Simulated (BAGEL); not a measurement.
# A workflow on CH4FGeN (SMILES N=[C](F)[GeH3])

Aim: the energy (HF/def2-SV(P)), then the energy (NEVPT2(2,2)/def2-SV(P)) of CH4FGeN. 

Program for the calculation: BAGEL 1.2.2.

1 further run of the same task is left out (set aside as unsound or not needed).

## Step 1: The system as given

CH4FGeN has 8 atoms, charge 0, and is taken as a singlet. As SMILES, `N=[C](F)[GeH3]`. The C2–Ge4 distance was set to 3.758 Å, away from the relaxed value. At this shape a bond of the SMILES string is far longer than usual.

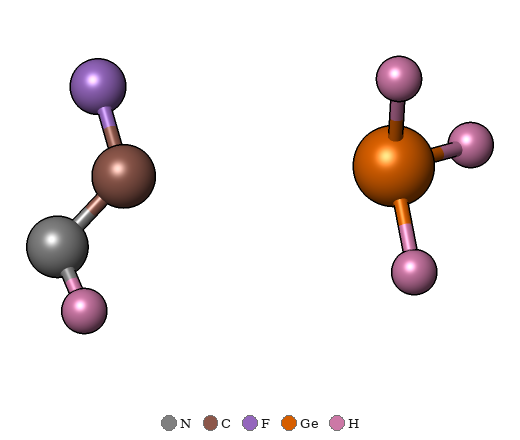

The structure, seen from a chosen angle (nitrogen grey, carbon brown, fluorine purple, germanium orange, hydrogen pink).

## Step 2: The energy at HF/def2-SV(P) (density fitting with svp-jkfit) (run 1)

Input file input.json:

```json
{ "bagel": [

{
  "title": "molecule",
  "basis": "def2-sv_p_.json",
  "df_basis": "svp-jkfit",
  "angstrom": true,
  "geometry": [
    { "atom": "N", "xyz": [    3.631079,    0.340289,    0.030485 ] },
    { "atom": "C", "xyz": [    2.643279,    0.145289,    0.764585 ] },
    { "atom": "F", "xyz": [    2.872579,   -0.009111,    2.081385 ] },
    { "atom": "Ge", "xyz": [   -1.019900,   -0.103800,   -0.035500 ] },
    { "atom": "H", "xyz": [    3.352379,    0.443389,   -0.940915 ] },
    { "atom": "H", "xyz": [   -1.766200,    1.006900,    0.710300 ] },
    { "atom": "H", "xyz": [   -1.149700,    0.071600,   -1.553900 ] },
    { "atom": "H", "xyz": [   -1.530700,   -1.479600,    0.403700 ] }
  ]
},
{
  "title": "hf"
},
{
  "title": "print",
  "file": "orbitals.molden",
  "orbitals": true
}

]}
```

The basis set def2-SV(P) is read from a file made from the Basis Set Exchange's data (not shown).

The run is started by

```console
$ BAGEL_NUM_THREADS=1 BAGEL input.json > input.out
```

Log:

```text
* using 1 threads per process

  ===============================================================
  ===============================================================

  *** Geometry ***

  { "atom" : "N", "xyz" : [      6.861745,      0.643053,      0.057608 ] },
  { "atom" : "C", "xyz" : [      4.995073,      0.274556,      1.444856 ] },
  { "atom" : "F", "xyz" : [      5.428388,     -0.017217,      3.933248 ] },
  { "atom" : "Ge", "xyz" : [     -1.927332,     -0.196154,     -0.067085 ] },
  { "atom" : "H", "xyz" : [      6.335078,      0.837884,     -1.778072 ] },
  { "atom" : "H", "xyz" : [     -3.337634,      1.902765,      1.342272 ] },
  { "atom" : "H", "xyz" : [     -2.172618,      0.135304,     -2.936445 ] },
  { "atom" : "H", "xyz" : [     -2.892604,     -2.796039,      0.762882 ] },

  Number of auxiliary basis functions:      567

  Since a DF basis is specified, we compute 2- and 3-index integrals:
    o Being stored without compression. Storage requirement is 0.031 GB

  Number of basis functions:       82
  Number of electrons      :       58

    * METHOD: MOLECULE                             0.33

  *** RHF ***

  === Nuclear Repulsion ===
   192.6780514767

      * DIIS with orbital gradients will be used.

  === RHF iteration (def2-sv_p_.json) ===
      0      -2268.54731936          0.01780088           0.13
      1      -2268.54555823          0.01946004           0.13
      2      -2268.79915915          0.00332954           0.13
      3      -2268.80856268          0.00169415           0.13
      4      -2268.81124909          0.00049260           0.13
      5      -2268.81178192          0.00023172           0.13
      6      -2268.81189017          0.00012629           0.13
      7      -2268.81191018          0.00004690           0.13
      8      -2268.81191342          0.00002375           0.13
      9      -2268.81191388          0.00000859           0.13
     10      -2268.81191395          0.00000328           0.13
     11      -2268.81191395          0.00000130           0.13
     12      -2268.81191395          0.00000072           0.13
     13      -2268.81191396          0.00000035           0.13
     14      -2268.81191396          0.00000017           0.13
     15      -2268.81191396          0.00000010           0.13
     16      -2268.81191396          0.00000005           0.13
     17      -2268.81191396          0.00000002           0.13
     18      -2268.81191396          0.00000001           0.13
    * SCF iteration converged.

    * Permanent dipole moment:
           (    2.542790,     0.105833,     1.058066) a.u.

    * METHOD: HF                                   2.74

    * METHOD: PRINT                                0.01

  ===============================================================
```

It took 3.3 s on 1 thread of Arm Neoverse V1, shared host; peak memory 0.15 GiB.

## Step 3: The energy at NEVPT2(2,2)/def2-SV(P) (density fitting with svp-jkfit) (run 2)

Input file calc.json:

```json
{ "bagel" : [

{
  "title" : "molecule",
  "basis" : "def2-sv_p_.json",
  "df_basis" : "svp-jkfit",
  "angstrom" : true,
  "geometry" : [
    { "atom" : "N", "xyz" : [    3.631079,    0.340289,    0.030485 ] },
    { "atom" : "C", "xyz" : [    2.643279,    0.145289,    0.764585 ] },
    { "atom" : "F", "xyz" : [    2.872579,   -0.009111,    2.081385 ] },
    { "atom" : "Ge", "xyz" : [   -1.019900,   -0.103800,   -0.035500 ] },
    { "atom" : "H", "xyz" : [    3.352379,    0.443389,   -0.940915 ] },
    { "atom" : "H", "xyz" : [   -1.766200,    1.006900,    0.710300 ] },
    { "atom" : "H", "xyz" : [   -1.149700,    0.071600,   -1.553900 ] },
    { "atom" : "H", "xyz" : [   -1.530700,   -1.479600,    0.403700 ] }
  ]
},
{ "title" : "hf" },
{ "title" : "nevpt2", "nstate" : 1, "nact" : 2, "nclosed" : 28, "active" : [29, 30], "maxiter" : 200, "natocc" : true, "ncore" : 12 },
{ "title" : "print", "file" : "orbitals.molden", "orbitals" : true }

]}
```

The basis set def2-SV(P) is read from a file made from the Basis Set Exchange's data (not shown).

The run is started by

```console
$ BAGEL_NUM_THREADS=1 BAGEL calc.json > calc.out
```

Log:

```text
* using 1 threads per process

  ===============================================================
  ===============================================================

  *** Geometry ***

  { "atom" : "N", "xyz" : [      6.861745,      0.643053,      0.057608 ] },
  { "atom" : "C", "xyz" : [      4.995073,      0.274556,      1.444856 ] },
  { "atom" : "F", "xyz" : [      5.428388,     -0.017217,      3.933248 ] },
[... 4 lines of this table left out ...]
  { "atom" : "H", "xyz" : [     -2.892604,     -2.796039,      0.762882 ] },

  Number of auxiliary basis functions:      567

  Since a DF basis is specified, we compute 2- and 3-index integrals:
    o Being stored without compression. Storage requirement is 0.031 GB

  Number of basis functions:       82
  Number of electrons      :       58

    * METHOD: MOLECULE                             0.33

  *** RHF ***

[... 11 lines left out ...]
    * SCF iteration converged.
[... 1 line left out ...]
    * Permanent dipole moment:
[... 22 lines left out ...]
      0  0     -2268.86286407     6.01e-03      0.04

      1  0     -2268.88783113     1.03e-03      0.70
[... 17 lines of this table left out ...]
     10  0     -2268.88821209     3.32e-09      0.52

    * Second-order optimization converged. *

     guess   0:   closed 1.                   open ..

  === FCI iteration ===

      0  0     -2268.79677530     7.73e-02      0.00
      1  0     -2268.88101961     2.23e-02      0.00
      2  0 *   -2268.88821209     5.30e-16      0.00

     * ci vector, state   0, <S^2> = 0.0000
       2.     0.8560309987
       .2    -0.5169244909

  === DF-NEVPT2 calculation ===

    * 3-index integral transformation done
    * assembly done

      NEVPT2 correlation energy:   -0.6595030235      0.20

          (+0)     -0.5689172117
          (+0)'    -0.0119787686
          (+1)     -0.0320628306
          (+1)'    -0.0000000000
          (+2)     -0.0002795511
          (-1)     -0.0455650127
          (-1)'     0.0000000000
          (-2)     -0.0006996488

      NEVPT2 total energy:       -2269.5477151144

    * METHOD: NEVPT2                               7.03

    * METHOD: PRINT                                0.01

  ===============================================================
```

Run time: 10 s. Hardware: 1 thread of Arm Neoverse V1, shared host; peak memory 0.15 GiB.

## Step 4: Results

| quantity | value |
| --- | --- |
| run 1, HF/def2-SV(P): total energy | -2268.81191 Eh |
| run 1, HF/def2-SV(P): dipole moment | 7.01 D |
| run 1, HF/def2-SV(P): HOMO energy | -7.95 eV |
| run 1, HF/def2-SV(P): LUMO energy | -1.52 eV |
| run 1, HF/def2-SV(P): HOMO–LUMO gap | 6.43 eV |
| run 2, NEVPT2(2,2)/def2-SV(P): total energy | -2269.54772 Eh |

**Reading.** One bond (run 1, HF/def2-SV(P)) is far stretched, which a spin-restricted single reference describes badly; a broken-symmetry solution may lie lower.
